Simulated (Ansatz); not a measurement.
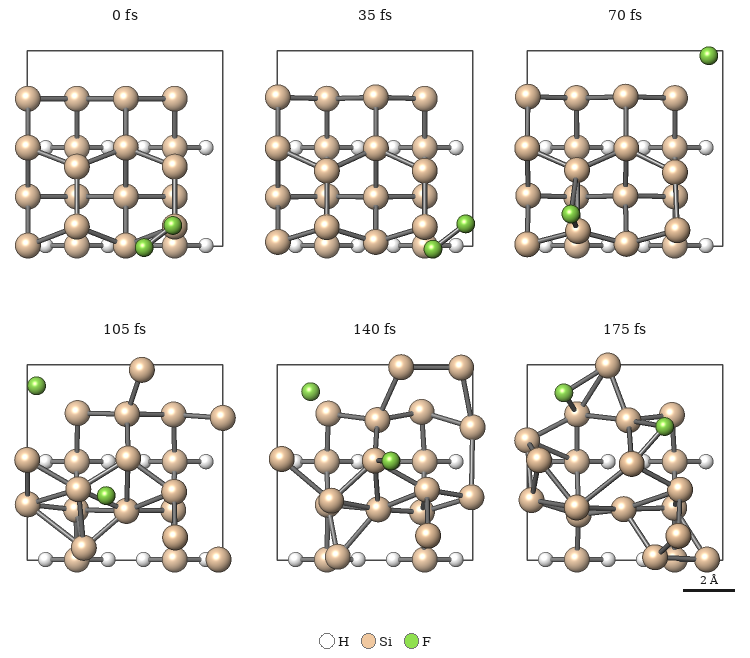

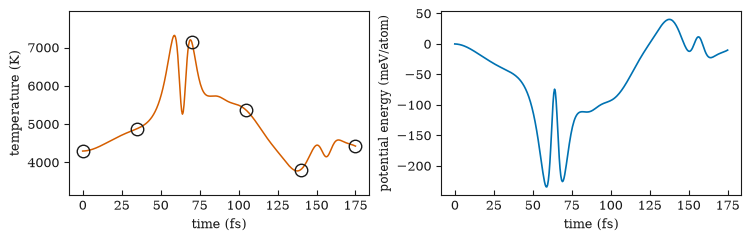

First-principles dynamics of F2 on Si(100)-2x1, underside capped with H (30 atoms in the cell), 175 fs long. Frames and the history of the run. A ball-and-stick model of the simulation cell, with the vacuum cut short, seen along the c axis. Atoms that leave the cell re-enter on the other side. Bonds to atoms that aren't drawn are left out.

All numbers below come from DFT LDA, scalar-relativistic, plane waves, PAW (Ansatz 0.2.0). Settings: plane-wave cutoff 420 eV; k-point mesh 1 × 1 × 1; Fermi-Dirac smearing 0.02 eV; low-accuracy preset; 12 atoms held fixed; constant energy (NVE); time step 0.5 fs; at the start 2 atoms move with typed velocities and the others are at rest.

**What do the frames and curves show?**

Root-mean-square distances from the starting positions over the second half, with the common drift of all atoms taken out: F 7.57 Å, Si 1.07 Å. That is a large part of the typical shortest distance between atoms in the first frame, about 2.4 Å and still growing: the atoms leave their places as in a liquid. Bond changes: 5 F–Si bonds form between 56 fs and 148 fs; 2 F–Si bonds break between 78 fs and 96 fs; 10 Si–Si bonds form between 89 fs and 160 fs; 2 Si–Si bonds break between 128 fs and 160 fs. The mean temperature in the second half is 4631 K (standard deviation 582 K). The potential energy is still drifting at the end, so the run hasn't reached equilibrium. The potential energy in the second half lies on average 25.9 meV per atom below the first frame. The total energy stays between −0.49 and 0.48 meV per atom of its start. A straight-line fit has a slope that amounts to −0.0095 meV per atom over 175 fs (under 0.1 % of the mean kinetic energy), its mean offset in the second half is under 0.1 %, and the ripple about the line is 0.1 % of the kinetic energy's fluctuation. With a drift under 2 % and a ripple under 7 %, the integration is accurate.

Limits of the set-up: the program's low-accuracy preset was used; the periodic images lie only 7.7 Å apart, so the values are limited by the cell's size.

Cost: 17 min on 1 thread of Intel(R) Xeon(R) Platinum 8559C (Emerald Rapids) (shared host), peak memory 0.77 GiB.

PAW datasets: the set soft_1.
